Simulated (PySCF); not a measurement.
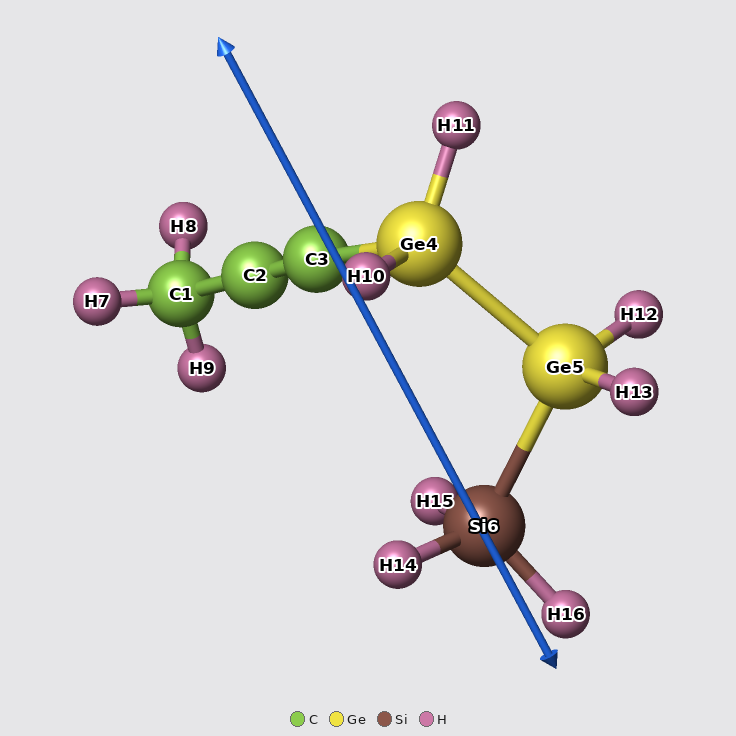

The double arrow shows the direction of the transition dipole to excited singlet state 4 (its length means nothing). Computed geometry: PBE0-D3(BJ)/def2-SVP optimisation. No frequency run is at hand to confirm it as a minimum. Level of theory: TDDFT ωB97X-D/def2-SVPD, vertical, gas phase, core orbitals frozen in the response (PySCF 2.14.0).

> Where does the transition lie, and how strong is it?

6.64 eV (187 nm), oscillator strength 0.18, mainly HOMO → LUMO (weight 0.51); transition dipole 2.68 D.
